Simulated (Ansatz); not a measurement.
# Run report: SiNH₇O, geometry relaxation

System: SiNH₇O.
Method: RKS PBE0-D4/def2-SVP (Ansatz 0.2.0).

The input holds or restrains some coordinates. Figures and captions count atoms from 1; the log counts them from 0 in places.

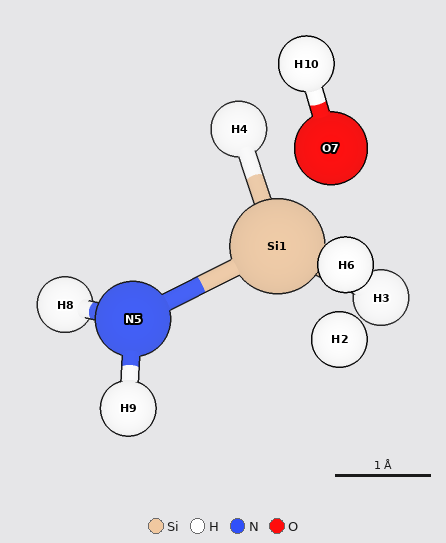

Figure 1. The starting structure (ball-and-stick view, seen at a tilt; atoms are numbered from 1 in the order of the input).

**Summary**

- outcome: converged under the restraints of the input
- total energy: −11515.0191 eV
- mean-field energy: −11514.8880 eV
- dispersion energy: −0.1311 eV
- SCF solution under orbital rotations: stable
- largest force (length of the vector) at the end, held atoms and coordinates included: 1.905 eV/Å
- dipole moment: 2.72 D
- hardware: 2 threads of Arm Neoverse V2, 23 GiB of memory available, shared host
- wall time: 14 s (CPU time 25 s)
- peak memory: 0.15 GiB

**The input**
```yaml
crystal:
  periodic: [false, false, false]
  atoms:
    - {symbol: Si, position_ang: [-0.636700, -0.072500, -0.110700]}
    - {symbol: H, position_ang: [0.804000, -1.164500, -0.617000]}
    - {symbol: H, position_ang: [-1.546100, -1.055200, -0.694900]}
    - {symbol: H, position_ang: [-1.402100, 1.183000, -0.088100]}
    - {symbol: N, position_ang: [-0.043800, -0.126300, 1.501600]}
    - {symbol: H, position_ang: [1.254900, -0.448900, -1.111300]}
    - {symbol: O, position_ang: [0.781000, 0.711900, -1.386400]}
    - {symbol: H, position_ang: [-0.612300, 0.274800, 2.227900]}
    - {symbol: H, position_ang: [0.431900, -0.942900, 1.843200]}
    - {symbol: H, position_ang: [0.969300, 1.640500, -1.564300]}
basis:
  gaussian: {orbitals: def2-SVP}
hamiltonian: {xc: pbe0, dispersion: d4}
relax: {f_tol: 0.08, max_steps: 120, escape_saddle: false, constraints: [{distance: [0, 6]}, {distance: [1, 5]}, {distance: [0, 1]}, {distance: [5, 6]}]}
```

Launch command:
```bash
ansatz run in.yaml --threads 2 --pin off --events-out ev --progress --plain --max-ram 4352MiB
```

**What the program printed**
```
Functional definition: PBE0
  name "PBE0"
  cite "Adamo & Barone, J. Chem. Phys. 110, 6158 (1999) doi:10.1063/1.478522"
  cite "Perdew, Burke & Ernzerhof, Phys. Rev. Lett. 77, 3865 (1996) doi:10.1103/PhysRevLett.77.3865"
  parent pbe
  parameter a = 0.25
  parameter kappa = 0.804
  parameter beta = 0.06672455060314922
  exchange = (1 - a)*pbe_x(kappa = kappa, mu = beta*pi^2/3) + a*exact_x
  correlation = pbe_c(beta = beta)
861 factors; integrals over basis functions are off by at most 4.1e-4 eV
mean field evaluation 1: about -11507.1854 eV, gradient 6.3e1 eV
mean field evaluation 2: about -11494.9231 eV, gradient 9.8e1 eV
mean field evaluation 4: about -11514.5069 eV, gradient 5.7e0 eV
mean field evaluation 8: about -11514.5789 eV, gradient 1.6e-2 eV
mean field -11514.57888403 eV, -423.1529691261 hartree, gradient 1.9e-5 eV, S^2 0.000000; 0 other end points of the search recorded, 0 dependent functions left out
the calculation of the forces begins
reference -11514.57891025 eV, -423.1529700899 hartree; 18, 18 occupied and 63, 63 virtual orbitals, 861 factors
relax step   1: F+E_penalty+E_count = -11514.71369545 eV  Δ(F+E_penalty+E_count) = +0.000e0 eV  max|allowed force component| = 9.621e-1 eV/Å  Δτ_max = 0.0000 Å  (23 SCF iters, accepted)
  distance Si 0 - O 6 held at 2.062175 Å   reaction = +2.6199e0 eV/Å
  distance H 1 - H 5 held at 0.979656 Å   reaction = +2.6618e-1 eV/Å
  distance Si 0 - H 1 held at 1.877344 Å   reaction = -1.1783e-1 eV/Å
  distance H 5 - O 6 held at 1.283635 Å   reaction = +5.3064e-2 eV/Å
these checks for a lower state are left out or cut short: starts, cluster_reference, orbital_swaps, neighbouring_geometries, increment
861 factors; integrals over basis functions are off by at most 4.3e-4 eV
mean field evaluation 16: about -11514.7249 eV, gradient 2.2e-1 eV
mean field -11514.73737424 eV, -423.1587935339 hartree, gradient 2.6e-5 eV, S^2 0.000000; 0 other end points of the search recorded, 0 dependent functions left out
[... from here on the field's lines of each further geometry are left out, up to the last ...]
relax step   2: F+E_penalty+E_count = -11514.86790202 eV  Δ(F+E_penalty+E_count) = -1.542e-1 eV  max|allowed force component| = 9.176e-1 eV/Å  Δτ_max = 0.2079 Å  (27 SCF iters, accepted)
relax step   3: F+E_penalty+E_count = -11514.91848890 eV  Δ(F+E_penalty+E_count) = -5.059e-2 eV  max|allowed force component| = 5.415e-1 eV/Å  Δτ_max = 0.0764 Å  (24 SCF iters, accepted)
relax step   4: F+E_penalty+E_count = -11514.95266878 eV  Δ(F+E_penalty+E_count) = -3.418e-2 eV  max|allowed force component| = 3.248e-1 eV/Å  Δτ_max = 0.0684 Å  (24 SCF iters, accepted)
relax step   5: F+E_penalty+E_count = -11515.00263125 eV  Δ(F+E_penalty+E_count) = -4.996e-2 eV  max|allowed force component| = 2.420e-1 eV/Å  Δτ_max = 0.1992 Å  (27 SCF iters, accepted)
relax step   6: F+E_penalty+E_count = -11515.01010087 eV  Δ(F+E_penalty+E_count) = -7.470e-3 eV  max|allowed force component| = 1.639e-1 eV/Å  Δτ_max = 0.2000 Å  (28 SCF iters, accepted)
relax step   7: F+E_penalty+E_count = -11515.01809628 eV  Δ(F+E_penalty+E_count) = -7.995e-3 eV  max|allowed force component| = 1.380e-1 eV/Å  Δτ_max = 0.0898 Å  (23 SCF iters, accepted)
relax step   8: F+E_penalty+E_count = -11515.01880895 eV  Δ(F+E_penalty+E_count) = -7.127e-4 eV  max|allowed force component| = 8.245e-2 eV/Å  Δτ_max = 0.0120 Å  (25 SCF iters, accepted)
the calculation of the forces begins
reference -11514.88800562 eV, -423.1643291351 hartree; 18, 18 occupied and 63, 63 virtual orbitals, 861 factors
relax step   9: F+E_penalty+E_count = -11515.01906826 eV  Δ(F+E_penalty+E_count) = -2.593e-4 eV  max|allowed force component| = 1.660e-2 eV/Å  Δτ_max = 0.0166 Å  (24 SCF iters, accepted)
  distance Si 0 - O 6 held at 2.062175 Å   reaction = +1.9505e0 eV/Å
  distance H 1 - H 5 held at 0.979656 Å   reaction = +8.9647e-2 eV/Å
  distance Si 0 - H 1 held at 1.877344 Å   reaction = -1.3852e-1 eV/Å
  distance H 5 - O 6 held at 1.283635 Å   reaction = -1.9772e-1 eV/Å
861 factors; integrals over basis functions are off by at most 4.3e-4 eV
mean field evaluation 64: about -11496.2152 eV, gradient 9.6e1 eV
```

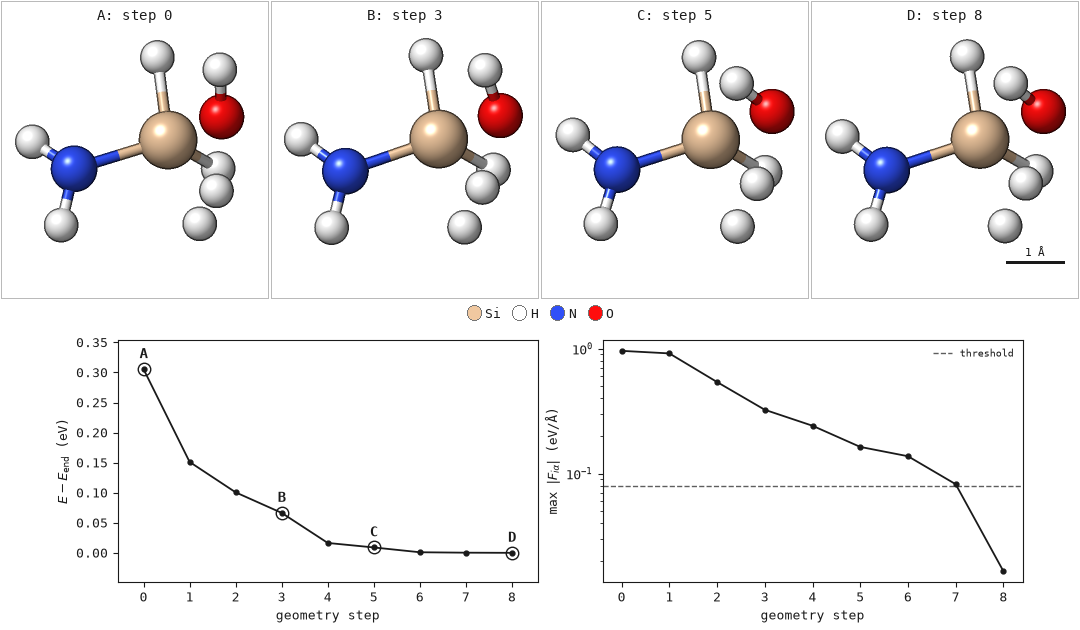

Figure 2. Frames of the restrained relaxation (ball-and-stick view, seen at a tilt) above the curves, on which the letters mark them (the first geometry is step 0 here and step 1 in the log).

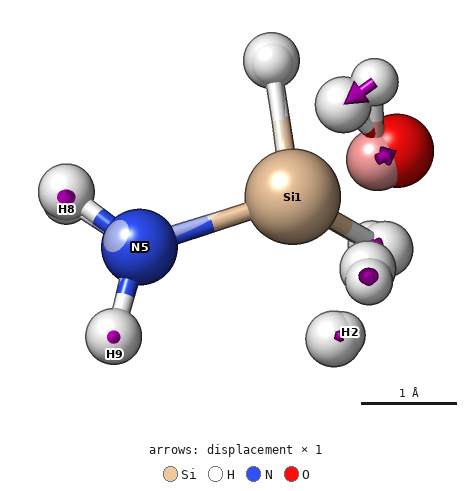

Figure 3. Start (faint) and end (solid) with the displacements as pink arrows, at true length (ball-and-stick view, seen at a tilt). The two geometries are laid on each other by the best rigid fit. The energy falls by 0.305 eV in 8 geometry steps. The largest force component goes from 0.96 to 0.017 eV/Å. The atom that moves furthest after the best rigid fit is H10 (0.41 Å). By element the largest moves are H 0.41 Å, O 0.24 Å, N 0.07 Å, Si 0.04 Å. Among the contacts that change: Si1–H4 1.471 → 1.503 Å, Si1–H3 1.461 → 1.486 Å, Si1–N5 1.719 → 1.709 Å, N5–H8 1.006 → 1.013 Å. Among the angles that change: Si1–N5–H9 120.5° → 124.7°, H8–N5–H9 110.3° → 114.0°, Si1–N5–H8 118.0° → 120.5°. (Atoms are counted from 1 in the order of the input.)

```
mean field -11514.88798046 eV, -423.1643282106 hartree, gradient 4.8e-5 eV, S^2 0.000000; 1 other end points of the search recorded, 0 dependent functions left out
the calculation of the forces begins
reference -11514.88800562 eV, -423.1643291351 hartree; 18, 18 occupied and 63, 63 virtual orbitals, 861 factors
Total energy: -11515.01909342 eV, -423.1691465228 hartree
Atom 0 at    -0.623542    -0.062562    -0.151225 Å, force     1.097569     0.824112    -1.320439 eV/Å
Atom 1 at     0.835784    -1.180296    -0.532613 Å, force     0.128052    -0.022083    -0.081855 eV/Å
Atom 2 at    -1.440235    -1.091157    -0.845436 Å, force     0.002321     0.001076    -0.000254 eV/Å
Atom 3 at    -1.475307     1.173056    -0.075454 Å, force     0.008591     0.000154    -0.002063 eV/Å
Atom 4 at    -0.086229    -0.171688     1.467054 Å, force    -0.008519     0.004049    -0.008870 eV/Å
Atom 5 at     1.029224    -0.393182    -1.082848 Å, force     0.025999    -0.241739     0.136805 eV/Å
Atom 6 at     0.637744     0.723189    -1.581022 Å, force    -1.250978    -0.567696     1.273412 eV/Å
Atom 7 at    -0.495143     0.414742     2.184259 Å, force    -0.003130    -0.002538     0.003280 eV/Å
Atom 8 at     0.518084    -0.899723     1.825351 Å, force     0.005954     0.003736    -0.001903 eV/Å
Atom 9 at     1.099720     1.487521    -1.208065 Å, force    -0.005860     0.000930     0.001888 eV/Å
Dipole moment:     0.145753     0.130855     0.530744 e Å
```

**Trajectory as extended XYZ (Å, eV, eV/Å), 9 frames, from step=1 to step=9**
```
10
Properties=species:S:1:pos:R:3:forces:R:3 step=1 energy=-11514.71370
Si   -0.6367   -0.0725   -0.1107    2.6728   1.4064  -1.2001
H     0.8040   -1.1645   -0.6170    0.3660  -0.4741  -0.0491
H    -1.5461   -1.0552   -0.6949   -0.1723  -0.5003  -0.3014
H    -1.4021    1.1830   -0.0881   -0.3821   0.4615  -0.0438
N    -0.0438   -0.1263    1.5016   -0.1166  -0.2695  -0.2859
H     1.2549   -0.4489   -1.1113   -0.8278  -0.0138   0.5354
O     0.7810    0.7119   -1.3864   -1.6739  -0.8383   0.9885
H    -0.6123    0.2748    2.2279   -0.2329   0.3323   0.2439
H     0.4319   -0.9429    1.8432    0.2972  -0.3532   0.0947
H     0.9693    1.6405   -1.5643    0.0697   0.2488   0.0178
10
Properties=species:S:1:pos:R:3:forces:R:3 step=2 energy=-11514.86790
Si   -0.5920   -0.0431   -0.1163    1.4096   1.1582  -1.3841
H     0.7753   -1.2446   -0.5762    0.3333   0.6355  -0.2023
H    -1.4355   -1.0874   -0.7514   -0.1057  -0.0056  -0.0460
H    -1.4225    1.2023   -0.1026   -0.0617   0.0466   0.0916
N    -0.0351   -0.1486    1.5074   -0.1720  -0.1386  -0.1148
H     1.0747   -0.4197   -1.0118    0.2664  -0.7617   0.2502
O     0.7567    0.7376   -1.4668   -1.5481  -0.0860   1.0618
H    -0.5868    0.2899    2.2366    0.0339   0.1012  -0.0324
H     0.4492   -0.9696    1.8477    0.0834  -0.0320  -0.0004
H     1.0161    1.6830   -1.5667   -0.2389  -0.9176   0.3765
10
Properties=species:S:1:pos:R:3:forces:R:3 step=3 energy=-11514.91849
Si   -0.6008   -0.0400   -0.1291    1.5018   1.0158  -1.3614
H     0.8131   -1.2121   -0.5183    0.2963   0.3684  -0.3948
H    -1.4630   -1.0708   -0.7707    0.0351   0.0163  -0.0469
H    -1.4347    1.2087   -0.0883    0.0379   0.0136   0.0448
N    -0.0428   -0.1693    1.4907   -0.2744   0.0176   0.0568
H     1.1075   -0.4230   -1.0188    0.0911  -0.6618   0.4816
O     0.7513    0.7167   -1.4899   -1.7799  -0.2528   1.1202
H    -0.5492    0.3204    2.2242    0.1035  -0.0290  -0.1116
H     0.4343   -0.9952    1.8333    0.0403   0.0532  -0.0233
H     0.9844    1.6645   -1.5330   -0.0518  -0.5415   0.2346
10
Properties=species:S:1:pos:R:3:forces:R:3 step=4 energy=-11514.95267
Si   -0.5950   -0.0411   -0.1338    1.3290   0.8699  -1.4450
H     0.8270   -1.2044   -0.5198    0.3253   0.2064  -0.2860
H    -1.4565   -1.0606   -0.8008    0.0696   0.0610   0.0123
H    -1.4213    1.2172   -0.0676    0.0817  -0.0311  -0.0191
N    -0.0687   -0.1825    1.4926   -0.1777   0.0357   0.1093
H     1.1242   -0.4228   -1.0301   -0.0450  -0.5693   0.5069
O     0.7335    0.6933   -1.5297   -1.8097  -0.2337   1.2360
H    -0.5409    0.3492    2.2233    0.1636  -0.1378  -0.2089
H     0.4416   -0.9870    1.8421   -0.0289   0.1236  -0.0211
H     0.9564    1.6387   -1.4762    0.0922  -0.3248   0.1156
10
Properties=species:S:1:pos:R:3:forces:R:3 step=5 energy=-11515.00263
Si   -0.6240   -0.0655   -0.1406    1.3081   0.9715  -1.5986
H     0.8478   -1.1743   -0.4996    0.1655  -0.0718  -0.0815
H    -1.4611   -1.0641   -0.8520    0.0089  -0.0445   0.0365
H    -1.4148    1.2107   -0.0688   -0.0839  -0.0524   0.0019
N    -0.0911   -0.1869    1.4720    0.0617  -0.1192   0.1916
H     1.0848   -0.3907   -1.0376   -0.1726  -0.2358   0.1295
O     0.6476    0.6881   -1.5786   -1.3187  -0.6919   1.1914
H    -0.5160    0.3720    2.1997   -0.0346   0.0687   0.0479
H     0.5045   -0.9266    1.8236   -0.0270   0.0217  -0.0204
H     1.0225    1.5370   -1.3181    0.0925   0.1536   0.1017
10
Properties=species:S:1:pos:R:3:forces:R:3 step=6 energy=-11515.01010
Si   -0.6192   -0.0660   -0.1616    1.0813   0.6647  -1.2109
H     0.8179   -1.2027   -0.5704    0.1300   0.0125  -0.0932
H    -1.4499   -1.1058   -0.8202    0.0111  -0.0133  -0.0558
H    -1.4889    1.1479   -0.1007   -0.0189   0.1636   0.0202
N    -0.0821   -0.1631    1.4603   -0.0084   0.0288  -0.1639
H     1.0203   -0.4065   -1.1040    0.1323  -0.2440   0.2504
O     0.6634    0.7384   -1.5618   -1.3848  -0.4714   1.3070
H    -0.4710    0.4492    2.1659   -0.0143   0.0006   0.0236
H     0.5178   -0.8889    1.8273    0.0397  -0.0251   0.0194
H     1.0918    1.4973   -1.1348    0.0321  -0.1164  -0.0969
10
Properties=species:S:1:pos:R:3:forces:R:3 step=7 energy=-11515.01810
Si   -0.6252   -0.0632   -0.1520    1.1399   0.8128  -1.3496
H     0.8338   -1.1833   -0.5274    0.1355  -0.0090  -0.0811
H    -1.4491   -1.0895   -0.8414    0.0127   0.0028  -0.0106
H    -1.4649    1.1794   -0.0788   -0.0193   0.0080   0.0016
N    -0.0888   -0.1770    1.4647   -0.0074   0.0236   0.0647
H     1.0391   -0.3916   -1.0665   -0.0016  -0.2696   0.1075
O     0.6428    0.7165   -1.5791   -1.1744  -0.4243   1.3310
H    -0.4968    0.4072    2.1848    0.0065  -0.0096  -0.0100
H     0.5212   -0.9019    1.8200   -0.0057   0.0032  -0.0058
H     1.0880    1.5033   -1.2243   -0.0862  -0.1380  -0.0477
10
Properties=species:S:1:pos:R:3:forces:R:3 step=8 energy=-11515.01881
Si   -0.6227   -0.0632   -0.1514    1.1109   0.8212  -1.3412
H     0.8311   -1.1870   -0.5361    0.1342   0.0023  -0.0733
H    -1.4427   -1.0914   -0.8425   -0.0019   0.0065  -0.0029
H    -1.4665    1.1770   -0.0795   -0.0145   0.0065   0.0029
N    -0.0873   -0.1727    1.4670    0.0061  -0.0034   0.0123
H     1.0327   -0.3949   -1.0761    0.0360  -0.2548   0.1356
O     0.6441    0.7213   -1.5770   -1.3301  -0.6609   1.2259
H    -0.4987    0.4104    2.1857    0.0033  -0.0007  -0.0075
H     0.5217   -0.8975    1.8241   -0.0032   0.0009  -0.0017
H     1.0886    1.4980   -1.2144    0.0592   0.0824   0.0499
10
Properties=species:S:1:pos:R:3:forces:R:3 step=9 energy=-11515.01907
Si   -0.6235   -0.0626   -0.1512    1.0976   0.8241  -1.3204
H     0.8358   -1.1803   -0.5326    0.1281  -0.0221  -0.0819
H    -1.4402   -1.0912   -0.8454    0.0023   0.0011  -0.0003
H    -1.4753    1.1731   -0.0755    0.0086   0.0002  -0.0021
N    -0.0862   -0.1717    1.4671   -0.0085   0.0040  -0.0089
H     1.0292   -0.3932   -1.0828    0.0260  -0.2417   0.1368
O     0.6377    0.7232   -1.5810   -1.2510  -0.5677   1.2734
H    -0.4951    0.4147    2.1843   -0.0031  -0.0025   0.0033
H     0.5181   -0.8997    1.8254    0.0060   0.0037  -0.0019
H     1.0997    1.4875   -1.2081   -0.0059   0.0009   0.0019
```

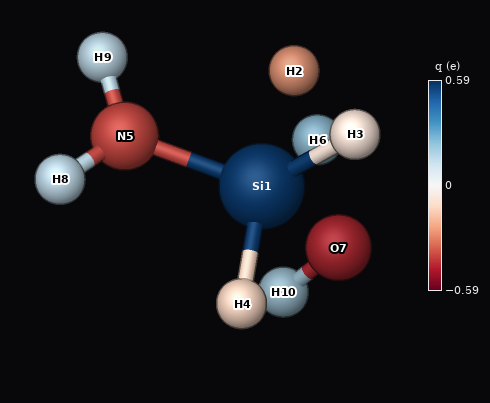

Figure 4. Mulliken charges, as the colour of each atom (ball-and-stick view, seen at a tilt; atoms are numbered from 1 in the order of the input). By element: Si +0.57, H −0.25 to +0.22, N −0.39 and O −0.44 e.
